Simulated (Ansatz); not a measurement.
## Molecular dynamics, with input and output: CH₉AsSi (part 1 of 2)

- system: CH₉AsSi
- method: RKS PBE0-D4/def2-SVP (Ansatz 0.2.0)

Figures and captions count atoms from 1; the log counts them from 0 in places.

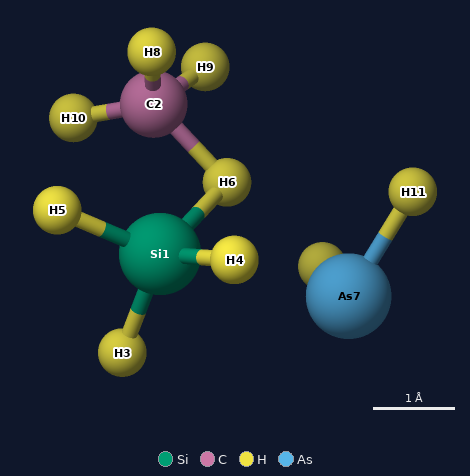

Figure 1. The structure as given in the input (ball-and-stick view, seen at a tilt; atoms are numbered from 1 in the order of the input). Bond lengths as drawn: As–H 1.53 Å, C–H 1.09 to 1.33 Å and H–Si 1.48 to 1.68 Å.

The input:
```yaml
crystal:
  periodic: [false, false, false]
  atoms:
    - {symbol: Si, position_ang: [-1.238305, -0.087564, -0.093059]}
    - {symbol: C, position_ang: [0.435723, 1.237821, 0.234697]}
    - {symbol: H, position_ang: [-1.542680, -0.447040, -1.496784]}
    - {symbol: H, position_ang: [-1.683232, -0.931575, 1.040181]}
    - {symbol: H, position_ang: [-2.031933, 1.183255, 0.107605]}
    - {symbol: H, position_ang: [0.441471, -0.068152, -0.000463]}
    - {symbol: As, position_ang: [0.626839, -2.099241, -0.346241]}
    - {symbol: H, position_ang: [0.095514, 1.596471, 1.204981]}
    - {symbol: H, position_ang: [1.522334, 1.099808, 0.261833]}
    - {symbol: H, position_ang: [0.181796, 1.923637, -0.572745]}
    - {symbol: H, position_ang: [1.483014, -1.905723, 0.904363]}
    - {symbol: H, position_ang: [1.709658, -1.501697, -1.244267]}
basis:
  gaussian: {orbitals: def2-SVP}
hamiltonian: {xc: pbe0, dispersion: d4}
md: {n_steps: 80, timestep: 0.5, temperature: 1500, ensemble: nvt_langevin, seed: 888, friction: 0.002, initial_velocities: maxwell_boltzmann}
```

Hardware: 4 threads of Intel Xeon @ 2.50GHz, 180 GiB of memory available, shared host.

Launched with:
```bash
ansatz run in.yaml --threads 4 --pin off --events-out ev --progress --plain --max-ram 9574MiB
```

What the program printed:
```
Functional definition: PBE0
  name "PBE0"
  cite "Adamo & Barone, J. Chem. Phys. 110, 6158 (1999) doi:10.1063/1.478522"
  cite "Perdew, Burke & Ernzerhof, Phys. Rev. Lett. 77, 3865 (1996) doi:10.1103/PhysRevLett.77.3865"
  parent pbe
  parameter a = 0.25
  parameter kappa = 0.804
  parameter beta = 0.06672455060314922
  exchange = (1 - a)*pbe_x(kappa = kappa, mu = beta*pi^2/3) + a*exact_x
  correlation = pbe_c(beta = beta)
1170 factors; integrals over basis functions are off by at most 5.0e-4 eV
mean field evaluation 1: about -69873.0825 eV, gradient 3.7e1 eV
mean field evaluation 2: about -69871.2690 eV, gradient 4.2e1 eV
mean field evaluation 4: about -69876.2879 eV, gradient 2.3e0 eV
mean field evaluation 8: about -69876.3084 eV, gradient 6.1e-2 eV
mean field -69876.30846085 eV, -2567.9069720732 hartree, gradient 4.2e-5 eV, S^2 0.000000; 0 other end points of the search recorded, 0 dependent functions left out
the calculation of the forces begins
reference -69876.30848864 eV, -2567.9069730946 hartree; 31, 31 occupied and 78, 78 virtual orbitals, 1170 factors
md step     0: t =     0.00 fs  T =  1375.0 K  F+E_penalty+E_count = -69876.52092540 eV  E_kin = 2.132790 eV  (25 SCF iters)
these checks for a lower state are left out or cut short: starts, cluster_reference, orbital_swaps, neighbouring_geometries, increment
1170 factors; integrals over basis functions are off by at most 5.7e-4 eV
mean field evaluation 16: about -69876.2544 eV, gradient 2.5e0 eV
mean field -69876.27434816 eV, -2567.9057184548 hartree, gradient 7.2e-5 eV, S^2 0.000000; 0 other end points of the search recorded, 0 dependent functions left out
the calculation of the forces begins
reference -69876.27437599 eV, -2567.9057194776 hartree; 31, 31 occupied and 78, 78 virtual orbitals, 1170 factors
md step     1: t =     0.50 fs  T =  1354.0 K  F+E_penalty+E_count = -69876.48689747 eV  E_kin = 2.100215 eV  (24 SCF iters, 3 dispersion substeps)
[... from here on the SCF iterations and repeated set-up lines of each step are left out, up to the last step ...]
md step     2: t =     1.00 fs  T =  1284.0 K  F+E_penalty+E_count = -69876.38851526 eV  E_kin = 1.991715 eV  (23 SCF iters, 3 dispersion substeps)
md step     3: t =     1.50 fs  T =  1203.5 K  F+E_penalty+E_count = -69876.24619140 eV  E_kin = 1.866756 eV  (25 SCF iters, 3 dispersion substeps)
md step     4: t =     2.00 fs  T =  1077.7 K  F+E_penalty+E_count = -69876.08520285 eV  E_kin = 1.671600 eV  (25 SCF iters, 3 dispersion substeps)
md step     5: t =     2.50 fs  T =   952.4 K  F+E_penalty+E_count = -69875.92591589 eV  E_kin = 1.477254 eV  (25 SCF iters, 3 dispersion substeps)
md step     6: t =     3.00 fs  T =   852.4 K  F+E_penalty+E_count = -69875.77676482 eV  E_kin = 1.322210 eV  (25 SCF iters, 3 dispersion substeps)
md step     7: t =     3.50 fs  T =   757.4 K  F+E_penalty+E_count = -69875.64553068 eV  E_kin = 1.174820 eV  (25 SCF iters, 3 dispersion substeps)
md step     8: t =     4.00 fs  T =   703.3 K  F+E_penalty+E_count = -69875.53524212 eV  E_kin = 1.090957 eV  (25 SCF iters, 3 dispersion substeps)
md step     9: t =     4.50 fs  T =   666.3 K  F+E_penalty+E_count = -69875.44335838 eV  E_kin = 1.033514 eV  (25 SCF iters, 3 dispersion substeps)
md step    10: t =     5.00 fs  T =   626.7 K  F+E_penalty+E_count = -69875.37143725 eV  E_kin = 0.972087 eV  (25 SCF iters, 3 dispersion substeps)
md step    11: t =     5.50 fs  T =   620.1 K  F+E_penalty+E_count = -69875.32465309 eV  E_kin = 0.961904 eV  (25 SCF iters, 3 dispersion substeps)
md step    12: t =     6.00 fs  T =   636.9 K  F+E_penalty+E_count = -69875.31149580 eV  E_kin = 0.987918 eV  (25 SCF iters, 3 dispersion substeps)
md step    13: t =     6.50 fs  T =   628.0 K  F+E_penalty+E_count = -69875.33369613 eV  E_kin = 0.974122 eV  (25 SCF iters, 3 dispersion substeps)
md step    14: t =     7.00 fs  T =   652.1 K  F+E_penalty+E_count = -69875.38751845 eV  E_kin = 1.011420 eV  (25 SCF iters, 3 dispersion substeps)
md step    15: t =     7.50 fs  T =   716.5 K  F+E_penalty+E_count = -69875.46753486 eV  E_kin = 1.111423 eV  (25 SCF iters, 3 dispersion substeps)
md step    16: t =     8.00 fs  T =   770.2 K  F+E_penalty+E_count = -69875.56020485 eV  E_kin = 1.194633 eV  (25 SCF iters, 3 dispersion substeps)
md step    17: t =     8.50 fs  T =   838.7 K  F+E_penalty+E_count = -69875.65251440 eV  E_kin = 1.300924 eV  (24 SCF iters, 3 dispersion substeps)
md step    18: t =     9.00 fs  T =   919.6 K  F+E_penalty+E_count = -69875.72773159 eV  E_kin = 1.426347 eV  (25 SCF iters, 3 dispersion substeps)
md step    19: t =     9.50 fs  T =   958.6 K  F+E_penalty+E_count = -69875.76701955 eV  E_kin = 1.486904 eV  (25 SCF iters, 3 dispersion substeps)
md step    20: t =    10.00 fs  T =   956.6 K  F+E_penalty+E_count = -69875.75196607 eV  E_kin = 1.483753 eV  (26 SCF iters, 3 dispersion substeps)
md step    21: t =    10.50 fs  T =   932.9 K  F+E_penalty+E_count = -69875.68017663 eV  E_kin = 1.447095 eV  (26 SCF iters, 3 dispersion substeps)
md step    22: t =    11.00 fs  T =   858.7 K  F+E_penalty+E_count = -69875.57448868 eV  E_kin = 1.331883 eV  (26 SCF iters, 3 dispersion substeps)
md step    23: t =    11.50 fs  T =   802.6 K  F+E_penalty+E_count = -69875.47568303 eV  E_kin = 1.244959 eV  (26 SCF iters, 3 dispersion substeps)
md step    24: t =    12.00 fs  T =   774.3 K  F+E_penalty+E_count = -69875.42869247 eV  E_kin = 1.201010 eV  (25 SCF iters, 3 dispersion substeps)
md step    25: t =    12.50 fs  T =   793.8 K  F+E_penalty+E_count = -69875.45986296 eV  E_kin = 1.231307 eV  (24 SCF iters, 3 dispersion substeps)
md step    26: t =    13.00 fs  T =   880.7 K  F+E_penalty+E_count = -69875.57385617 eV  E_kin = 1.366056 eV  (24 SCF iters, 3 dispersion substeps)
md step    27: t =    13.50 fs  T =   978.0 K  F+E_penalty+E_count = -69875.75320448 eV  E_kin = 1.516998 eV  (25 SCF iters, 3 dispersion substeps)
md step    28: t =    14.00 fs  T =  1148.3 K  F+E_penalty+E_count = -69875.95319660 eV  E_kin = 1.781208 eV  (24 SCF iters, 3 dispersion substeps)
md step    29: t =    14.50 fs  T =  1236.9 K  F+E_penalty+E_count = -69876.12343571 eV  E_kin = 1.918641 eV  (24 SCF iters, 3 dispersion substeps)
md step    30: t =    15.00 fs  T =  1312.5 K  F+E_penalty+E_count = -69876.23095708 eV  E_kin = 2.035880 eV  (24 SCF iters, 3 dispersion substeps)
md step    31: t =    15.50 fs  T =  1349.2 K  F+E_penalty+E_count = -69876.25910901 eV  E_kin = 2.092764 eV  (24 SCF iters, 3 dispersion substeps)
md step    32: t =    16.00 fs  T =  1349.2 K  F+E_penalty+E_count = -69876.21540114 eV  E_kin = 2.092756 eV  (24 SCF iters, 3 dispersion substeps)
md step    33: t =    16.50 fs  T =  1315.4 K  F+E_penalty+E_count = -69876.12222926 eV  E_kin = 2.040370 eV  (24 SCF iters, 3 dispersion substeps)
md step    34: t =    17.00 fs  T =  1227.2 K  F+E_penalty+E_count = -69876.00838168 eV  E_kin = 1.903573 eV  (24 SCF iters, 3 dispersion substeps)
md step    35: t =    17.50 fs  T =  1128.1 K  F+E_penalty+E_count = -69875.90142104 eV  E_kin = 1.749883 eV  (24 SCF iters, 3 dispersion substeps)
md step    36: t =    18.00 fs  T =  1098.0 K  F+E_penalty+E_count = -69875.81606521 eV  E_kin = 1.703063 eV  (24 SCF iters, 3 dispersion substeps)
md step    37: t =    18.50 fs  T =  1049.0 K  F+E_penalty+E_count = -69875.76045833 eV  E_kin = 1.627084 eV  (24 SCF iters, 3 dispersion substeps)
md step    38: t =    19.00 fs  T =  1011.4 K  F+E_penalty+E_count = -69875.74099385 eV  E_kin = 1.568860 eV  (24 SCF iters, 3 dispersion substeps)
md step    39: t =    19.50 fs  T =  1028.4 K  F+E_penalty+E_count = -69875.76008798 eV  E_kin = 1.595127 eV  (24 SCF iters, 3 dispersion substeps)
md step    40: t =    20.00 fs  T =  1052.8 K  F+E_penalty+E_count = -69875.81371956 eV  E_kin = 1.633055 eV  (24 SCF iters, 3 dispersion substeps)
md step    41: t =    20.50 fs  T =  1134.0 K  F+E_penalty+E_count = -69875.89572582 eV  E_kin = 1.758959 eV  (24 SCF iters, 3 dispersion substeps)
md step    42: t =    21.00 fs  T =  1225.1 K  F+E_penalty+E_count = -69876.00310699 eV  E_kin = 1.900238 eV  (25 SCF iters, 3 dispersion substeps)
md step    43: t =    21.50 fs  T =  1313.5 K  F+E_penalty+E_count = -69876.13454049 eV  E_kin = 2.037404 eV  (24 SCF iters, 3 dispersion substeps)
md step    44: t =    22.00 fs  T =  1410.0 K  F+E_penalty+E_count = -69876.28847444 eV  E_kin = 2.187033 eV  (25 SCF iters, 3 dispersion substeps)
md step    45: t =    22.50 fs  T =  1578.3 K  F+E_penalty+E_count = -69876.46125733 eV  E_kin = 2.448187 eV  (24 SCF iters, 3 dispersion substeps)
md step    46: t =    23.00 fs  T =  1682.3 K  F+E_penalty+E_count = -69876.64204773 eV  E_kin = 2.609477 eV  (24 SCF iters, 3 dispersion substeps)
md step    47: t =    23.50 fs  T =  1836.5 K  F+E_penalty+E_count = -69876.81939333 eV  E_kin = 2.848661 eV  (25 SCF iters, 3 dispersion substeps)
md step    48: t =    24.00 fs  T =  1961.8 K  F+E_penalty+E_count = -69876.98427096 eV  E_kin = 3.043024 eV  (23 SCF iters, 3 dispersion substeps)
md step    49: t =    24.50 fs  T =  2083.9 K  F+E_penalty+E_count = -69877.11561402 eV  E_kin = 3.232401 eV  (24 SCF iters, 3 dispersion substeps)
md step    50: t =    25.00 fs  T =  2128.4 K  F+E_penalty+E_count = -69877.19031463 eV  E_kin = 3.301455 eV  (24 SCF iters, 3 dispersion substeps)
md step    51: t =    25.50 fs  T =  2134.8 K  F+E_penalty+E_count = -69877.19530750 eV  E_kin = 3.311407 eV  (24 SCF iters, 3 dispersion substeps)
md step    52: t =    26.00 fs  T =  2109.6 K  F+E_penalty+E_count = -69877.13399100 eV  E_kin = 3.272309 eV  (23 SCF iters, 3 dispersion substeps)
md step    53: t =    26.50 fs  T =  2034.2 K  F+E_penalty+E_count = -69877.02617499 eV  E_kin = 3.155245 eV  (23 SCF iters, 3 dispersion substeps)
md step    54: t =    27.00 fs  T =  1990.3 K  F+E_penalty+E_count = -69876.90639875 eV  E_kin = 3.087189 eV  (23 SCF iters, 3 dispersion substeps)
md step    55: t =    27.50 fs  T =  1943.1 K  F+E_penalty+E_count = -69876.81992836 eV  E_kin = 3.014025 eV  (23 SCF iters, 3 dispersion substeps)
md step    56: t =    28.00 fs  T =  1910.1 K  F+E_penalty+E_count = -69876.80339038 eV  E_kin = 2.962742 eV  (23 SCF iters, 3 dispersion substeps)
md step    57: t =    28.50 fs  T =  1903.5 K  F+E_penalty+E_count = -69876.86521548 eV  E_kin = 2.952595 eV  (23 SCF iters, 3 dispersion substeps)
md step    58: t =    29.00 fs  T =  1994.8 K  F+E_penalty+E_count = -69876.98584473 eV  E_kin = 3.094102 eV  (23 SCF iters, 3 dispersion substeps)
md step    59: t =    29.50 fs  T =  2101.3 K  F+E_penalty+E_count = -69877.13392180 eV  E_kin = 3.259399 eV  (23 SCF iters, 3 dispersion substeps)
md step    60: t =    30.00 fs  T =  2192.6 K  F+E_penalty+E_count = -69877.28120188 eV  E_kin = 3.401062 eV  (23 SCF iters, 3 dispersion substeps)
md step    61: t =    30.50 fs  T =  2283.2 K  F+E_penalty+E_count = -69877.40791044 eV  E_kin = 3.541544 eV  (23 SCF iters, 3 dispersion substeps)
md step    62: t =    31.00 fs  T =  2378.3 K  F+E_penalty+E_count = -69877.50047445 eV  E_kin = 3.688996 eV  (23 SCF iters, 3 dispersion substeps)
md step    63: t =    31.50 fs  T =  2419.2 K  F+E_penalty+E_count = -69877.54901050 eV  E_kin = 3.752453 eV  (23 SCF iters, 3 dispersion substeps)
md step    64: t =    32.00 fs  T =  2391.1 K  F+E_penalty+E_count = -69877.55155244 eV  E_kin = 3.708938 eV  (24 SCF iters, 3 dispersion substeps)
md step    65: t =    32.50 fs  T =  2355.8 K  F+E_penalty+E_count = -69877.51317273 eV  E_kin = 3.654069 eV  (23 SCF iters, 3 dispersion substeps)
md step    66: t =    33.00 fs  T =  2295.2 K  F+E_penalty+E_count = -69877.44465606 eV  E_kin = 3.560168 eV  (23 SCF iters, 3 dispersion substeps)
md step    67: t =    33.50 fs  T =  2249.4 K  F+E_penalty+E_count = -69877.35945622 eV  E_kin = 3.489027 eV  (23 SCF iters, 3 dispersion substeps)
md step    68: t =    34.00 fs  T =  2208.2 K  F+E_penalty+E_count = -69877.27763637 eV  E_kin = 3.425246 eV  (23 SCF iters, 3 dispersion substeps)
md step    69: t =    34.50 fs  T =  2157.7 K  F+E_penalty+E_count = -69877.21881453 eV  E_kin = 3.346925 eV  (23 SCF iters, 3 dispersion substeps)
md step    70: t =    35.00 fs  T =  2192.8 K  F+E_penalty+E_count = -69877.19016789 eV  E_kin = 3.401347 eV  (23 SCF iters, 3 dispersion substeps)
md step    71: t =    35.50 fs  T =  2140.3 K  F+E_penalty+E_count = -69877.18847588 eV  E_kin = 3.319850 eV  (24 SCF iters, 3 dispersion substeps)
md step    72: t =    36.00 fs  T =  2184.6 K  F+E_penalty+E_count = -69877.20754267 eV  E_kin = 3.388596 eV  (24 SCF iters, 3 dispersion substeps)
md step    73: t =    36.50 fs  T =  2167.8 K  F+E_penalty+E_count = -69877.24305242 eV  E_kin = 3.362581 eV  (24 SCF iters, 3 dispersion substeps)
md step    74: t =    37.00 fs  T =  2173.3 K  F+E_penalty+E_count = -69877.28572076 eV  E_kin = 3.371120 eV  (24 SCF iters, 3 dispersion substeps)
md step    75: t =    37.50 fs  T =  2195.6 K  F+E_penalty+E_count = -69877.32411763 eV  E_kin = 3.405614 eV  (24 SCF iters, 3 dispersion substeps)
md step    76: t =    38.00 fs  T =  2241.7 K  F+E_penalty+E_count = -69877.35680742 eV  E_kin = 3.477118 eV  (24 SCF iters, 3 dispersion substeps)
md step    77: t =    38.50 fs  T =  2259.6 K  F+E_penalty+E_count = -69877.38935422 eV  E_kin = 3.504964 eV  (24 SCF iters, 3 dispersion substeps)
md step    78: t =    39.00 fs  T =  2278.0 K  F+E_penalty+E_count = -69877.41961494 eV  E_kin = 3.533498 eV  (24 SCF iters, 3 dispersion substeps)
```
